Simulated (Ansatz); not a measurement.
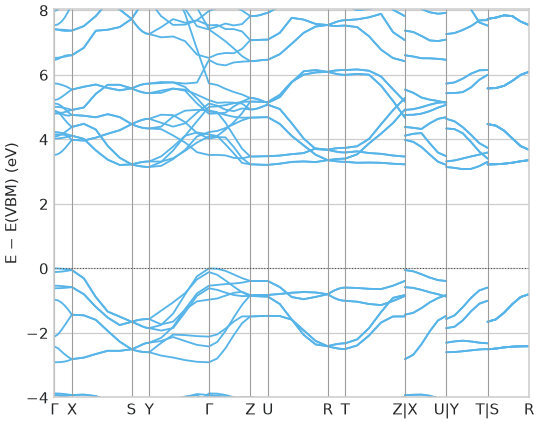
Band structure from DFT-LDA in the program Ansatz with PAW potentials

The gap is 3.05 eV; an edge lies off the plotted path or next to a special point (maximum on the Γ–Z line, 6 % of the way from Γ, minimum off the standard path).

The material is LiCSN in space group Pnma (No. 62; Li on 4c, C on 4c, S on 4c, N on 4c).

The workflow started from a Materials Project entry (that database holds measured and hypothetical structures alike); the Crystallography Open Database copy checked does not list it. Whether it is the stable phase at ambient conditions was not checked. The cell was relaxed with LDA under the symmetry of its start; whether a distortion lowers the energy is not shown.

Potentials: the later of the program's two PAW sets.
